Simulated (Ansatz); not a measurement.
Geometry relaxation of CH9BSi (part 2 of 2)

CH9BSi; RKS PBE0-D4/6-31G* (Ansatz 0.2.0). It belongs to a series of runs on one base structure; here: end point B relaxed.

Geometry of the input (Å):
```
B  -0.1504  -0.6333  -0.0937
C  0.0442  0.3466  2.5217
H  -0.8766  0.6405  3.0282
H  0.7908  0.0125  3.2440
H  0.4339  1.1790  1.9360
H  0.8811  -0.0778  -0.3470
H  -1.1507  0.0182  -0.2162
Si -0.2714  -2.5805  0.1934
H  -0.7001  -3.1827  -1.1071
H  1.0017  -3.2526  0.5859
H  -1.3098  -2.9533  1.2006
H  -0.1903  -0.5115  1.8658
```

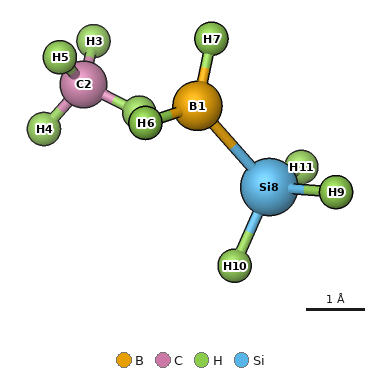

*The geometry at step 7 of the log (ball-and-stick view, seen at a tilt; atoms are numbered from 1 in the order of the input).*

**Trajectory as extended XYZ, continued**
```
12
Properties=species:S:1:pos:R:3:forces:R:3 step=2 energy=-9729.94560
B    -0.1547   -0.6470   -0.0983    0.0101   0.3088  -0.0223
C     0.0521    0.3892    2.5396   -0.0011  -0.0249  -0.0076
H    -0.8746    0.6628    3.0476    0.0052   0.0021   0.0060
H     0.8015    0.0508    3.2580    0.0029   0.0112   0.0116
H     0.4340    1.2362    1.9688   -0.0073  -0.0152  -0.0139
H     0.8845   -0.0929   -0.3209   -0.0100  -0.0350  -0.0065
H    -1.1539    0.0095   -0.1961    0.0084  -0.0230  -0.0118
Si   -0.2822   -2.6281    0.1611   -0.0202  -0.2411   0.0457
H    -0.7019   -3.2181   -1.1500    0.0101   0.0050   0.0030
H     0.9937   -3.2892    0.5634   -0.0013   0.0024  -0.0053
H    -1.3225   -3.0047    1.1648   -0.0044  -0.0093  -0.0121
H    -0.1735   -0.4632    1.8736    0.0077   0.0191   0.0134
12
Properties=species:S:1:pos:R:3:forces:R:3 step=3 energy=-9729.94904
B    -0.1556   -0.6333   -0.0919   -0.0085  -0.0078  -0.0356
C     0.0552    0.3891    2.5431   -0.0021  -0.0132  -0.0210
H    -0.8731    0.6635    3.0481    0.0096   0.0072   0.0003
H     0.8138    0.0851    3.2683   -0.0111   0.0122  -0.0216
H     0.4200    1.2244    1.9434   -0.0063  -0.0123   0.0187
H     0.8875   -0.0898   -0.3185   -0.0005  -0.0174   0.0136
H    -1.1542    0.0213   -0.2004    0.0045  -0.0050   0.0237
Si   -0.2876   -2.6352    0.1599   -0.0064   0.0144  -0.0014
H    -0.6956   -3.2183   -1.1580    0.0094   0.0121   0.0049
H     0.9883   -3.2955    0.5634   -0.0029   0.0049   0.0056
H    -1.3354   -3.0213    1.1519    0.0029  -0.0031  -0.0064
H    -0.1607   -0.4850    1.9024    0.0117   0.0080   0.0192
12
Properties=species:S:1:pos:R:3:forces:R:3 step=4 energy=-9729.94382 accepted=F
B    -0.1639   -0.6286   -0.1128    0.0281  -0.0485   0.2972
C     0.0545    0.3773    2.5365   -0.0175  -0.0654   0.0383
H    -0.8614    0.6744    3.0505    0.0029  -0.0016   0.0173
H     0.8382    0.1277    3.2531    0.0202   0.0150   0.0522
H     0.3927    1.1805    1.8840    0.0155   0.0471  -0.0528
H     0.8947   -0.1041   -0.3037   -0.0174   0.0297  -0.1134
H    -1.1532    0.0439   -0.1577   -0.0031   0.0117  -0.1121
Si   -0.2952   -2.6275    0.1568    0.0039   0.0328  -0.0820
H    -0.6634   -3.2037   -1.1739   -0.0096  -0.0544  -0.0097
H     0.9779   -3.2723    0.5900    0.0151   0.0015  -0.0037
H    -1.3546   -3.0259    1.1292   -0.0288   0.0076  -0.0088
H    -0.1638   -0.5365    1.9596   -0.0094   0.0244  -0.0225
12
Properties=species:S:1:pos:R:3:forces:R:3 step=5 energy=-9729.95017
B    -0.1598   -0.6353   -0.0943   -0.0051  -0.0370   0.0189
C     0.0580    0.3904    2.5455    0.0043  -0.0247  -0.0055
H    -0.8632    0.6679    3.0614    0.0041   0.0035   0.0034
H     0.8348    0.1168    3.2630   -0.0067   0.0107  -0.0050
H     0.4008    1.2149    1.9193   -0.0029  -0.0002   0.0014
H     0.8877   -0.1005   -0.3152    0.0124   0.0097  -0.0107
H    -1.1544    0.0250   -0.1862   -0.0127   0.0174  -0.0028
Si   -0.2936   -2.6365    0.1533    0.0004   0.0149   0.0016
H    -0.6734   -3.2161   -1.1742    0.0062   0.0009   0.0008
H     0.9791   -3.2884    0.5794   -0.0025  -0.0041   0.0013
H    -1.3563   -3.0299    1.1260   -0.0024  -0.0046  -0.0073
H    -0.1572   -0.5030    1.9335    0.0049   0.0133   0.0038
12
Properties=species:S:1:pos:R:3:forces:R:3 step=6 energy=-9729.95018
B    -0.1662   -0.6384   -0.0904   -0.0040   0.0901   0.0290
C     0.0642    0.3938    2.5466    0.0434  -0.0052   0.0112
H    -0.8484    0.6645    3.0815    0.0057  -0.0010  -0.0012
H     0.8679    0.1593    3.2500   -0.0362   0.0122  -0.0289
H     0.3706    1.2117    1.8916   -0.0164  -0.0316   0.0183
H     0.8907   -0.1094   -0.3105   -0.1118  -0.0357  -0.0035
H    -1.1619    0.0328   -0.1682    0.1153  -0.0628  -0.0133
Si   -0.3019   -2.6399    0.1491   -0.0107  -0.0057  -0.0089
H    -0.6356   -3.2107   -1.1951    0.0054   0.0010   0.0087
H     0.9612   -3.2891    0.6079   -0.0074   0.0043   0.0001
H    -1.3924   -3.0489    1.0849    0.0084   0.0055  -0.0145
H    -0.1458   -0.5203    1.9643    0.0083   0.0289   0.0030
12
Properties=species:S:1:pos:R:3:forces:R:3 step=7 energy=-9729.95127
B    -0.1687   -0.6400   -0.0859    0.0026  -0.0210   0.0413
C     0.0681    0.3969    2.5470    0.0372   0.0138   0.0143
H    -0.8420    0.6567    3.0917    0.0081  -0.0024  -0.0046
H     0.8819    0.1733    3.2419   -0.0323   0.0062  -0.0273
H     0.3573    1.2185    1.8886   -0.0168  -0.0336   0.0194
H     0.8833   -0.1138   -0.3090   -0.0001   0.0104  -0.0182
H    -1.1585    0.0298   -0.1643   -0.0022   0.0078  -0.0147
Si   -0.3056   -2.6414    0.1486   -0.0155  -0.0181  -0.0055
H    -0.6187   -3.2077   -1.2030    0.0063   0.0045   0.0148
H     0.9519   -3.2913    0.6225   -0.0107   0.0073  -0.0006
H    -1.4094   -3.0563    1.0665    0.0156   0.0077  -0.0179
H    -0.1371   -0.5195    1.9670    0.0079   0.0176  -0.0011
12
Properties=species:S:1:pos:R:3:forces:R:3 step=8 energy=-9729.95181
B    -0.1711   -0.6420   -0.0803   -0.0027  -0.0214   0.0145
C     0.0731    0.3992    2.5462   -0.0116   0.0075   0.0149
H    -0.8349    0.6410    3.1023    0.0032  -0.0028  -0.0023
H     0.8962    0.1825    3.2297    0.0099  -0.0074   0.0072
H     0.3421    1.2286    1.8918   -0.0015   0.0088  -0.0121
H     0.8793   -0.1161   -0.3093    0.0148   0.0084  -0.0085
H    -1.1598    0.0280   -0.1632   -0.0157   0.0150  -0.0038
Si   -0.3103   -2.6433    0.1499   -0.0114  -0.0137   0.0027
H    -0.6000   -3.2055   -1.2091    0.0076   0.0049   0.0215
H     0.9410   -3.2908    0.6435   -0.0130   0.0025  -0.0038
H    -1.4283   -3.0615    1.0490    0.0177   0.0055  -0.0198
H    -0.1249   -0.5148    1.9610    0.0027  -0.0073  -0.0103
12
Properties=species:S:1:pos:R:3:forces:R:3 step=9 energy=-9729.95234
B    -0.1772   -0.6436   -0.0712   -0.0039  -0.0056  -0.0083
C     0.0828    0.4021    2.5439   -0.0146   0.0425   0.0147
H    -0.8191    0.6066    3.1262    0.0357  -0.0101  -0.0199
H     0.9319    0.2076    3.2032   -0.0151   0.0008  -0.0125
H     0.3045    1.2470    1.8891   -0.0082  -0.0280   0.0202
H     0.8731   -0.1208   -0.3084    0.0195   0.0007   0.0019
H    -1.1633    0.0302   -0.1560   -0.0179   0.0106   0.0053
Si   -0.3201   -2.6446    0.1529   -0.0188  -0.0399  -0.0013
H    -0.5558   -3.2029   -1.2195    0.0094   0.0152   0.0401
H     0.9150   -3.2910    0.6895   -0.0227   0.0112  -0.0077
H    -1.4705   -3.0721    1.0068    0.0335   0.0115  -0.0248
H    -0.0989   -0.5134    1.9549    0.0031  -0.0087  -0.0079
12
Properties=species:S:1:pos:R:3:forces:R:3 step=10 energy=-9729.95268
B    -0.1800   -0.6419   -0.0683   -0.0021   0.0043   0.0080
C     0.0875    0.3999    2.5391   -0.0262   0.0379   0.0091
H    -0.8109    0.5773    3.1357    0.0380  -0.0102  -0.0205
H     0.9497    0.2161    3.1839   -0.0078   0.0026  -0.0051
H     0.2809    1.2562    1.8906   -0.0047  -0.0253   0.0193
H     0.8716   -0.1215   -0.3064    0.0168  -0.0042  -0.0033
H    -1.1644    0.0346   -0.1523   -0.0154   0.0066  -0.0001
Si   -0.3256   -2.6423    0.1578   -0.0164  -0.0424  -0.0120
H    -0.5327   -3.2016   -1.2189    0.0071   0.0119   0.0412
H     0.8997   -3.2867    0.7188   -0.0224   0.0139  -0.0088
H    -1.4915   -3.0715    0.9892    0.0323   0.0123  -0.0227
H    -0.0818   -0.5134    1.9423    0.0008  -0.0074  -0.0053
12
Properties=species:S:1:pos:R:3:forces:R:3 step=11 energy=-9729.95298
B    -0.1827   -0.6367   -0.0636   -0.0040   0.0210  -0.0261
C     0.0930    0.3948    2.5335   -0.0081   0.0315  -0.0035
H    -0.7998    0.5302    3.1494    0.0443  -0.0080  -0.0248
H     0.9743    0.2296    3.1583   -0.0298   0.0127  -0.0172
H     0.2439    1.2673    1.8940   -0.0065  -0.0491   0.0370
H     0.8730   -0.1249   -0.3083   -0.0116  -0.0065   0.0112
H    -1.1654    0.0443   -0.1511    0.0177  -0.0066   0.0103
Si   -0.3343   -2.6369    0.1622   -0.0053  -0.0383   0.0018
H    -0.5037   -3.2075   -1.2141    0.0042   0.0173   0.0289
H     0.8776   -3.2744    0.7590   -0.0174   0.0104  -0.0086
H    -1.5184   -3.0640    0.9665    0.0176   0.0043  -0.0119
H    -0.0551   -0.5166    1.9258   -0.0010   0.0112   0.0029
12
Properties=species:S:1:pos:R:3:forces:R:3 step=12 energy=-9729.95319
B    -0.1821   -0.6347   -0.0632   -0.0007   0.0089   0.0203
C     0.0937    0.3915    2.5282   -0.0057   0.0148   0.0018
H    -0.7964    0.5111    3.1504    0.0279  -0.0044  -0.0152
H     0.9809    0.2354    3.1462   -0.0167   0.0091  -0.0071
H     0.2284    1.2684    1.8927   -0.0040  -0.0284   0.0200
H     0.8753   -0.1257   -0.3037   -0.0030  -0.0044  -0.0073
H    -1.1620    0.0499   -0.1458    0.0039  -0.0018  -0.0076
Si   -0.3374   -2.6347    0.1662   -0.0001  -0.0195  -0.0133
H    -0.4969   -3.2048   -1.2107    0.0024   0.0042   0.0181
H     0.8710   -3.2704    0.7715   -0.0140   0.0072  -0.0063
H    -1.5265   -3.0617    0.9622    0.0117   0.0043  -0.0064
H    -0.0456   -0.5192    1.9175   -0.0015   0.0101   0.0029
```

**Summary**

| quantity | value |
| --- | --- |
| outcome | converged |
| total energy | −9729.9532 eV |
| mean-field energy | −9729.8065 eV |
| largest force (length of the vector) at the end | 0.035 eV/Å |
| hardware | 1 thread of AMD EPYC (Zen 3), 24 GiB of memory available, shared host |
| wall time | 27 s |
| peak memory | 0.16 GiB |
